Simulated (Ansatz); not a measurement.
# Si3N4 (Fd-3m): G0W0 under other settings

Aim: change settings of a G0W0 run on Si3N4 (Fd-3m) and see what moves.

Method: G0W0 on PBE, plane waves, PAW; PAW set soft_1, in Ansatz 0.2.0.

**1. The structure**

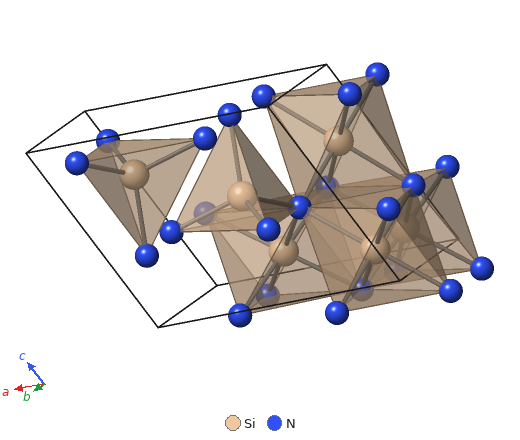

Start, viewed from a free direction; silicon light orange, nitrogen blue. Some periodic images of atoms are drawn too.

Structure file:

```xyz
14
Lattice="0.0000 3.8937 3.8937 3.8937 0.0000 3.8937 3.8937 3.8937 0.0000" Properties=species:S:1:pos:R:3 pbc="T T T"
Si    2.9203    2.9203    0.9734
Si    2.9203    0.9734    2.9203
Si    0.9734    2.9203    2.9203
Si    0.9734    0.9734    0.9734
Si    5.8406    5.8406    5.8406
Si    3.8937    3.8937    3.8937
N     2.8624    2.8624    2.8624
N     6.8719    4.8092    4.8092
N     4.8092    4.8092    6.8719
N     4.8092    6.8719    4.8092
N     4.9251    4.9251    2.8624
N     4.9251    2.8624    4.9251
N     6.8719    6.8719    6.8719
N     2.8624    4.9251    4.9251
```

The cell and positions are those that the Materials Project relaxed with its own functionals (PBE, PBE+U or r2SCAN), kept fixed. This is not the form that Si3N4 usually takes at ambient conditions.

**2. The base run: 4×4×4 mesh, 268 empty bands, screening to 100 eV, PAW set soft_1 files**

G0W0 replaces the xc potential by the self-energy, built once from these orbitals. Only a window of levels is corrected, while the sums run over the empty bands that the input names. This step takes PAW set soft_1 files.

The input, input.yaml:

```yaml
crystal:
  lattice:
    - [0.0, 3.893718, 3.893718]
    - [3.893718, 0.0, 3.893718]
    - [3.893718, 3.893718, 0.0]
  atoms:
    - { symbol: Si, position: [0.125, 0.125, 0.625] }
    - { symbol: Si, position: [0.125, 0.625, 0.125] }
    - { symbol: Si, position: [0.625, 0.125, 0.125] }
    - { symbol: Si, position: [0.125, 0.125, 0.125] }
    - { symbol: Si, position: [0.75, 0.75, 0.75] }
    - { symbol: Si, position: [0.5, 0.5, 0.5] }
    - { symbol: "N", position: [0.367563, 0.367563, 0.367563] }
    - { symbol: "N", position: [0.352689, 0.882437, 0.882437] }
    - { symbol: "N", position: [0.882437, 0.882437, 0.352689] }
    - { symbol: "N", position: [0.882437, 0.352689, 0.882437] }
    - { symbol: "N", position: [0.367563, 0.367563, 0.897311] }
    - { symbol: "N", position: [0.367563, 0.897311, 0.367563] }
    - { symbol: "N", position: [0.882437, 0.882437, 0.882437] }
    - { symbol: "N", position: [0.897311, 0.367563, 0.367563] }
kpoints:
  mp_grid: { grid: [4, 4, 4] }
hamiltonian:
  xc: pbe
  pseudopotentials: { kind: paw, azcp: { folder: soft_1 } }
scf:
  occupations: { method: fixed }
gw:
  n_empty_bands: 268
  ecut_chi: 100
  qp_bands: [v4, c4]
  qp_kpoints: band_edges
  screening: { model: contour_deformation }
```

Run with:

```
> ansatz run input.yaml --threads 2 --pin off --max-ram 92160MiB --backend cuda --events-out ev --progress --plain --runs-dir out --devices 1 --max-vram 13GiB
```

Numbers of over 12 decimals in the logs are rounded to 6 here.

Log:

```text
GPUs: using 1 of 1 available (devices: 1).
Engine: ansatz 0.2.0, x86_64-unknown-linux-gnu
Pseudopotentials: kind: paw
Pseudopotential: Si, paw, valence charge 4, recommended cutoff 420 eV (normal), soft_1/Si.paw.azcp
Pseudopotential: N, paw, valence charge 5, recommended cutoff 420 eV (normal), soft_1/N.paw.azcp
Functional definition: PBE
  parameter kappa = 0.804
  parameter beta = 0.066725
  exchange = pbe_x(kappa = kappa, mu = beta*pi^2/3)
  correlation = pbe_c(beta = beta)
device memory: the entry about to start is reckoned to put 1.8 GiB on a device that reports 49.8 GiB free (of which the cap on the GPU budget leaves the run 13.0 GiB)
GPU FFT provider: cuFFT
GPU libraries: cuBLAS 13.8.2, cuFFT 12.4.0, cuSOLVER 12.3.4
Crystal: 14 atoms, lattice volume = 118.066 Å³
Basis set: ecut = 420 eV, 2277 PW (Γ)
Bands: 46, of which v1, the nominal top of the filled ones, is band 32 counted from 1 (31 counted from 0)
Symmetry: 48 space group operations
Space group: Fd-3m (ITA 227), of the structure as read, at distance tolerance 4.9e-5 Å
k-points: 8 of 64
Non-local potential: Si, projectors of the file, l = 0: 2, l = 1: 2, l = 2: 1
Non-local potential: N, projectors of the file, l = 0: 2, l = 1: 2, l = 2: 1
PAW form: soft (Blöchl's): semilocal exchange-correlation on the pseudo side does not see the compensation charge
PAW one-centre angular grid: Si, 110 points (default); XC on 64 Gauss nodes
PAW one-centre angular grid: N, 110 points (default); XC on 64 Gauss nodes
Initial density: superposition of atomic densities (chi_scale 0.1, normalization cell, long waves kept (reshape's long-wave potential 0.00 eV rms))
Initial wavefunctions: pseudopotential atomic-orbital guess
GPU buffer pool allocated for 64000 grid points (all kernels)
GPU transforms: local potential and band sums: pruned to the plane-wave sphere, on 40×40×40
Functional: x = pbe(κ = 0.804, μ = 0.219515), c = pbe(β = 0.066725)
SCF iter   1: F=—  HF=-6908.274158 eV  |F-HF|=—  |Δ(HF+E_count)|=         —  Δρ=1.51e-1  dr2=2.78e1  ethr=3.10e-3  ⟨swp⟩=4.9  Hψ=1485  notcnv=0  defer=80
preconditioner: auto → Resta (q_TF=auto, 2.464 Å⁻¹)  ε∞=3.9  [insulator: Δε(μ)=5.373 eV  Ē_g=15.924 eV  n_scr=26 (ndim 8)  ℏωp=27.3 eV  f_vac=0.000  ε∞_Penn≈3.9]
SCF iter   2: F=—  HF=-6900.060829 eV  |F-HF|=—  |Δ(HF+E_count)|=    8.21e0  Δρ=5.02e-2  dr2=1.91e0  ethr=3.10e-3  ⟨swp⟩=4.1  Hψ=973  notcnv=0  defer=81
SCF iter   3: F=—  HF=-6899.807121 eV  |F-HF|=—  |Δ(HF+E_count)|=   2.54e-1  Δρ=2.43e-2  dr2=3.61e-1  ethr=2.98e-3  ⟨swp⟩=1.9  Hψ=390  notcnv=0  defer=91
SCF iter   4: F=—  HF=-6899.802320 eV  |F-HF|=—  |Δ(HF+E_count)|=   4.80e-3  Δρ=1.93e-3  dr2=4.49e-3  ethr=5.64e-4  ⟨swp⟩=2.1  Hψ=334  notcnv=0  defer=92
[...]
NSCF: frozen V_eff on 1 k-points
SCF converged after 8 iterations
Free energy (F): -6899.805714 eV
Harris-Foulkes:  -6899.805714 eV  (|F-HF|=4.77e-9)
Internal energy: -6899.805714 eV  (E = F + TS)
E sigma→0 (E₀):  -6899.805714 eV
Fermi energy:    10.947073 eV
--- Per-component energies (eV) ---
  E_band       = 270.911630
  E_kinetic    = 1341.760667
  E_local      = -1361.524049  (includes V_loc(G=0)·N_el)
  E_nonlocal   = 398.482525
  E_hartree    = 490.839969
  E_xc         = -831.964179
  E_vxc        = -914.288293  (∫ρ·V_xc dr)
  E_paw        = -4096.566903  (= ΣΔE_a)
  E_vpaw       = -175.206123  (= ΣTr[D̂ρ^β])
  E_aug_tail   = 0.007528  (compensation charges beyond the density's cutoff)
  E_ewald      = -2840.841273
  E_smearing   = -0.000000  (= −TS)
  E_closure    = 0.000000  (closes the sum)
  Σ components = -6899.805714   (vs F -6899.805714, Δ=0.00e0)
--- Band table (eV; the first three rows and the last of 8) ---
  k-point 0: bands = [... 28 lower, 10.8189, 10.9322, 10.9322, 10.9322, 14.3152, 14.3152, 14.3152, 15.8536, ... 10 higher]
  k-point 1: bands = [... 28 lower, 10.4851, 10.5319, 10.8349, 10.8349, 15.0582, 15.3144, 15.3144, 16.9390, ... 10 higher]
  k-point 2: bands = [... 28 lower, 10.4996, 10.4996, 10.6415, 10.6415, 15.8954, 16.7362, 16.7362, 17.2068, ... 10 higher]
  k-point 7: bands = [... 28 lower, 9.9265, 9.9265, 10.2449, 10.2449, 17.6152, 17.6152, 18.1258, 18.1258, ... 10 higher]
--- G₀W₀: contour deformation, 6 samples at zero and on the imaginary axis and 2 off it, 64 q-points, 268 empty bands' worth ---
  eigenvalues of the whole cell's RPA ε∞ on this k-mesh (on a slab, of 1 + 4πα/V) = 5.1403, 5.1403, 5.1403; static W/v taken at q = 0 is 0.194543
  bands read: the sum over 300 bands ends inside a degenerate multiplet in 2 slots, whose members it reads at an even weight; the widest, k=0: bands 300 to 302 (counted from 1) at 1/3 each
  gw.qp_kpoints: band_edges: 8 of 8 stored k-points solved, in 1 pass; an edge of the gap read off the rows below is read off those points alone
    ik  band        ε_KS         Σx   Σc(E_QP)       V_xc       Z   E_QP_lin       E_QP  E_QP is
     0    29     10.8189   -22.1159     3.4031   -18.2107  0.8013    10.3152    10.3168  root
     0    30     10.9322   -22.4872     3.3183   -18.6969  0.8034    10.4588    10.4601  root
     0    31     10.9322   -22.4872     3.3183   -18.6969  0.8034    10.4588    10.4601  root
     0    32     10.9322   -22.4872     3.3183   -18.6969  0.8034    10.4588    10.4601  root
     0    33     14.3152    -8.5822    -4.1116   -13.3914  0.8366    15.0152    15.0128  root
     0    34     14.3152    -8.5822    -4.1116   -13.3914  0.8366    15.0152    15.0128  root
     0    35     14.3152    -8.5822    -4.1116   -13.3914  0.8366    15.0152    15.0128  root
     0    36     15.8536    -9.3955    -4.4982   -14.8812  0.8311    16.8465    16.8411  root
[...]
7    33     17.6152    -8.1010    -4.6867   -13.6646  0.8201    18.4978    18.4920  root
     7    34     17.6152    -8.1010    -4.6867   -13.6646  0.8201    18.4978    18.4920  root
     7    35     18.1258    -8.3659    -4.8768   -14.2302  0.8166    19.1210    19.1133  root
     7    36     18.1258    -8.3659    -4.8768   -14.2302  0.8166    19.1210    19.1133  root
```

Elapsed: 14 s, on 1 × NVIDIA H100 80GB HBM3 (shared by 6 runs) with 2 threads of AMD EPYC 7R13 (Zen 3), shared host; peak memory 1.3 GiB.

In the SCF lines HF is the Harris–Foulkes energy and dr2 the Hartree energy of the density residual, in eV; the loop may stop once dr2 is under the threshold and the program's other checks hold. Hψ counts applications of the Hamiltonian.

This step gave:

| Item | Value |
| --- | --- |
| bands summed | 300 |
| RPA ε∞ on this mesh (eigenvalues) | 5.140, 5.140, 5.140 |
| plane waves in the screening matrix | 283 |
| q-points in the mesh | 64 |
| G0W0 gap on the mesh | 4.529 eV |
| k of the valence top | 0, 0.25, -0.25 |
| k of the conduction bottom | 0, 0, 0 |
| starting gap on the mesh | 3.368 eV |
| Z at the valence top | 0.8028 |
| Z at the conduction bottom | 0.8366 |
| least direct G0W0 gap on the computed points | 4.553 eV |

The gap on the mesh goes from 3.37 eV to 4.53 eV, a correction of +1.16 eV. Between the two edge states, bare exchange in place of the xc potential would open the gap by 8.60 eV, and correlation takes back 7.44 eV.

**3. Variant: potentials**

Other atomic data (norm-conserving) test the pseudisation: the cutoff goes from 420 to 1240 eV, with the same valence electrons.

This step: G0W0 on PBE, plane waves, norm-conserving pseudopotentials.

input.yaml, as its differences from that of step 2:

```diff
@@ -24,3 +24,3 @@
   xc: pbe
-  pseudopotentials: { kind: paw, azcp: { folder: soft_1 } }
+  pseudopotentials: { kind: nc }
 scf:
```

Log:

```text
GPUs: using 1 of 1 available (devices: 1).
[...]
GPU FFT provider: cuFFT
GPU libraries: cuBLAS 13.8.2, cuFFT 12.4.0, cuSOLVER 12.3.4
Crystal: 14 atoms, lattice volume = 118.066 Å³
Basis set: ecut = 1240 eV, 11647 PW (Γ)
Bands: 46, of which v1, the nominal top of the filled ones, is band 32 counted from 1 (31 counted from 0)
Symmetry: 48 space group operations
[...]
k-points: 8 of 64
[...]
GPU buffer pool allocated for 262144 grid points (all kernels)
[...]
SCF iter   1: F=—  HF=-3068.513903 eV  |F-HF|=—  |Δ(HF+E_count)|=         —  Δρ=1.58e-1  dr2=2.90e1  ethr=3.10e-3  ⟨swp⟩=5.4  Hψ=1477  notcnv=0  defer=79
[...]
SCF iter   8: F=-3059.881292 eV  HF=-3059.881292 eV  |F-HF|=2.61e-8  |Δ(HF+E_count)|=   1.10e-7  Δρ=6.12e-6  dr2=4.77e-8  ethr=1.56e-10  ⟨swp⟩=19.2  Hψ=2534  notcnv=0
SCF 1 converged in 8 iterations: F = -3059.881292 eV  dr2 = 4.77e-8
[...]
0    29     10.8358   -22.1142     3.4040   -18.2028  0.8012    10.3267    10.3284  root
     0    30     10.9550   -22.4894     3.3190   -18.6938  0.8033    10.4769    10.4783  root
     0    31     10.9550   -22.4894     3.3190   -18.6938  0.8033    10.4769    10.4783  root
     0    32     10.9550   -22.4894     3.3190   -18.6938  0.8033    10.4769    10.4783  root
     0    33     14.3252    -8.5667    -4.1130   -13.3861  0.8366    15.0340    15.0316  root
     0    34     14.3252    -8.5667    -4.1130   -13.3861  0.8366    15.0340    15.0316  root
     0    35     14.3252    -8.5667    -4.1130   -13.3861  0.8366    15.0340    15.0316  root
     0    36     15.8604    -9.3596    -4.5002   -14.8555  0.8312    16.8616    16.8561  root
[...]
7    33     17.6247    -8.0994    -4.6890   -13.6657  0.8201    18.5079    18.5020  root
     7    34     17.6247    -8.0994    -4.6890   -13.6657  0.8201    18.5079    18.5020  root
     7    35     18.1360    -8.3592    -4.8797   -14.2277  0.8166    19.1325    19.1247  root
     7    36     18.1360    -8.3592    -4.8797   -14.2277  0.8166    19.1325    19.1247  root
[key lines of the parts left out:]
SCF converged after 8 iterations
Free energy (F): -3059.881292 eV
Fermi energy:    10.966490 eV
```

It took 52 s on 1 × NVIDIA H100 80GB HBM3 (shared by 6 runs) with 2 threads; peak memory 1.8 GiB; 72 s of CPU time.

The G0W0 gap on the mesh is 4.534 eV.

Against the base:

| setting | base | variant |
| --- | --- | --- |
| files | PAW set soft_1 | norm-conserving |

| quantity | variant | base |
| --- | --- | --- |
| starting gap on the mesh | 3.359 | 3.368 |
| G0W0 gap on the mesh | 4.534 | 4.529 |
| least direct G0W0 gap on the computed points | 4.553 | 4.553 |
| Z at the valence top | 0.803 | 0.803 |
| Z at the conduction bottom | 0.837 | 0.837 |

**4. Variant: potentials**

This step: G0W0 on PBE, plane waves, PAW.

input.yaml, as its differences from that of step 3:

```diff
@@ -24,3 +24,3 @@
   xc: pbe
-  pseudopotentials: { kind: nc }
+  pseudopotentials: { kind: paw, source: ansatz }
 scf:
```

Log:

```text
GPUs: using 1 of 1 available (devices: 1).
[...]
GPU FFT provider: cuFFT
GPU libraries: cuBLAS 13.8.2, cuFFT 12.4.0, cuSOLVER 12.3.4
Crystal: 14 atoms, lattice volume = 118.066 Å³
Basis set: ecut = 870 eV, 6855 PW (Γ)
Bands: 46, of which v1, the nominal top of the filled ones, is band 32 counted from 1 (31 counted from 0)
Symmetry: 48 space group operations
[...]
k-points: 8 of 64
[...]
GPU buffer pool allocated for 157464 grid points (all kernels)
[...]
SCF iter   1: F=—  HF=-6907.513477 eV  |F-HF|=—  |Δ(HF+E_count)|=         —  Δρ=1.59e-1  dr2=2.91e1  ethr=3.10e-3  ⟨swp⟩=5.5  Hψ=1748  notcnv=0  defer=79
[...]
SCF iter   8: F=-6899.269894 eV  HF=-6899.269894 eV  |F-HF|=2.63e-9  |Δ(HF+E_count)|=   1.39e-7  Δρ=2.25e-6  dr2=4.70e-9  ethr=1.56e-10  ⟨swp⟩=18.9  Hψ=2492  notcnv=0
SCF 1 converged in 8 iterations: F = -6899.269894 eV  dr2 = 4.70e-9
[...]
0    29     10.8290   -22.0572     3.3954   -18.1834  0.8011    10.3491    10.3505  root
     0    30     10.9411   -22.4778     3.3150   -18.6912  0.8032    10.4680    10.4694  root
     0    31     10.9411   -22.4778     3.3150   -18.6912  0.8032    10.4680    10.4694  root
     0    32     10.9411   -22.4778     3.3150   -18.6912  0.8032    10.4680    10.4694  root
     0    33     14.3156    -8.5144    -4.1242   -13.3598  0.8364    15.0394    15.0368  root
     0    34     14.3156    -8.5144    -4.1242   -13.3598  0.8364    15.0394    15.0368  root
     0    35     14.3156    -8.5144    -4.1242   -13.3598  0.8364    15.0394    15.0368  root
     0    36     15.8620    -9.2641    -4.5189   -14.8161  0.8308    16.9012    16.8952  root
[...]
7    33     17.6241    -7.9804    -4.7113   -13.6064  0.8197    18.5452    18.5388  root
     7    34     17.6241    -7.9804    -4.7113   -13.6064  0.8197    18.5452    18.5388  root
     7    35     18.1346    -8.2492    -4.9004   -14.1788  0.8163    19.1724    19.1639  root
     7    36     18.1346    -8.2492    -4.9004   -14.1788  0.8163    19.1724    19.1639  root
[key lines of the parts left out:]
SCF converged after 8 iterations
Free energy (F): -6899.269894 eV
Fermi energy:    10.957009 eV
```

The job ended after 27 s (1 × NVIDIA H100 80GB HBM3 (shared by 6 runs) with 2 threads; peak memory 1.6 GiB).

The G0W0 gap on the mesh is 4.526 eV.

Against the base:

| setting | base | variant |
| --- | --- | --- |
| files | PAW set soft_1 | hard PAW |

| quantity | variant | base |
| --- | --- | --- |
| starting gap on the mesh | 3.359 | 3.368 |
| G0W0 gap on the mesh | 4.526 | 4.529 |
| least direct G0W0 gap on the computed points | 4.567 | 4.553 |
| Z at the valence top | 0.803 | 0.803 |
| Z at the conduction bottom | 0.836 | 0.837 |

**5. Variant: frequency model**

A plasmon pole stands in for the full frequency dependence of the screening; this run shows what that costs in accuracy.

This step: G0W0 on PBE, plane waves, PAW; PAW set soft_1.

input.yaml, as its differences from that of step 4:

```diff
@@ -24,3 +24,3 @@
   xc: pbe
-  pseudopotentials: { kind: paw, source: ansatz }
+  pseudopotentials: { kind: paw, azcp: { folder: soft_1 } }
 scf:
@@ -32,2 +32,2 @@
   qp_kpoints: band_edges
-  screening: { model: contour_deformation }
+  screening: { model: godby_needs }
```

Log:

```text
GPUs: using 1 of 1 available (devices: 1).
[...]
GPU FFT provider: cuFFT
GPU libraries: cuBLAS 13.8.2, cuFFT 12.4.0, cuSOLVER 12.3.4
Crystal: 14 atoms, lattice volume = 118.066 Å³
Basis set: ecut = 420 eV, 2277 PW (Γ)
Bands: 46, of which v1, the nominal top of the filled ones, is band 32 counted from 1 (31 counted from 0)
Symmetry: 48 space group operations
[...]
k-points: 8 of 64
[...]
GPU buffer pool allocated for 64000 grid points (all kernels)
[...]
SCF iter   1: F=—  HF=-6908.274158 eV  |F-HF|=—  |Δ(HF+E_count)|=         —  Δρ=1.51e-1  dr2=2.78e1  ethr=3.10e-3  ⟨swp⟩=4.9  Hψ=1485  notcnv=0  defer=80
[...]
SCF iter   8: F=-6899.805714 eV  HF=-6899.805714 eV  |F-HF|=4.77e-9  |Δ(HF+E_count)|=   1.06e-7  Δρ=2.44e-6  dr2=5.43e-9  ethr=1.56e-10  ⟨swp⟩=17.8  Hψ=2292  notcnv=0
SCF 1 converged in 8 iterations: F = -6899.805714 eV  dr2 = 5.43e-9
[...]
0    29     10.8189   -22.1159     3.4380   -18.2107  0.8075    10.3507    10.3517  root
     0    30     10.9322   -22.4872     3.3562   -18.6969  0.8091    10.4972    10.4980  root
     0    31     10.9322   -22.4872     3.3562   -18.6969  0.8091    10.4972    10.4980  root
     0    32     10.9322   -22.4872     3.3562   -18.6969  0.8091    10.4972    10.4980  root
     0    33     14.3152    -8.5822    -4.1043   -13.3914  0.8408    15.0218    15.0200  root
     0    34     14.3152    -8.5822    -4.1043   -13.3914  0.8408    15.0218    15.0200  root
     0    35     14.3152    -8.5822    -4.1043   -13.3914  0.8408    15.0218    15.0200  root
     0    36     15.8536    -9.3955    -4.4894   -14.8812  0.8358    16.8539    16.8499  root
[...]
7    33     17.6152    -8.1010    -4.6569   -13.6646  0.8294    18.5252    18.5218  root
     7    34     17.6152    -8.1010    -4.6569   -13.6646  0.8294    18.5252    18.5218  root
     7    35     18.1258    -8.3659    -4.8417   -14.2302  0.8270    19.1531    19.1483  root
     7    36     18.1258    -8.3659    -4.8417   -14.2302  0.8270    19.1531    19.1483  root
[key lines of the parts left out:]
SCF converged after 8 iterations
Free energy (F): -6899.805714 eV
Fermi energy:    10.947073 eV
```

The job ended after 21 s (1 × NVIDIA H100 80GB HBM3 (shared by 6 runs) with 2 threads; peak memory 1.7 GiB).

The G0W0 gap on the mesh is 4.498 eV.

Against the base:

| setting | base | variant |
| --- | --- | --- |
| frequency model | contour deformation | plasmon pole |

| quantity | variant | base |
| --- | --- | --- |
| starting gap on the mesh | 3.368 | 3.368 |
| G0W0 gap on the mesh | 4.498 | 4.529 |
| least direct G0W0 gap on the computed points | 4.522 | 4.553 |
| Z at the valence top | 0.809 | 0.803 |
| Z at the conduction bottom | 0.841 | 0.837 |

**6. Results**

```yaml
base: 4.53 eV, 14 s
potentials: 4.53 eV, 52 s
potentials: 4.53 eV, 27 s
frequency_model: 4.50 eV, 21 s
```

Potentials: the gap moves by +0.005 eV and the time by a factor of 3.6 (the plane-wave cutoff goes from 420 to 1240 eV). Potentials: the gap moves by −0.004 eV (the plane-wave cutoff goes from 420 to 870 eV). Frequency model: the gap moves by −0.03 eV. All runs here use a coarse mesh and modest cutoffs; they test settings and are not final values.

[Paths, hosts, dates, memory and timing lines, banners, echoed tables and standing remarks are left out of the program output.]

[Logs are printed without paths, hosts, clocks, repeated set-up lines and the standing remarks that a program may print on its own settings, such as how far it seeks lower states.]

[Runs of the session that timed out or met a known fault of the program may be left out.]

[Cells called generated may have been cut or substituted from an entry of the Crystallography Open Database or the Materials Project.]

[Hosts, paths, dates, database ids (printed as entryN), source tags and the programs' standing remarks are cut or masked in the printed files.]
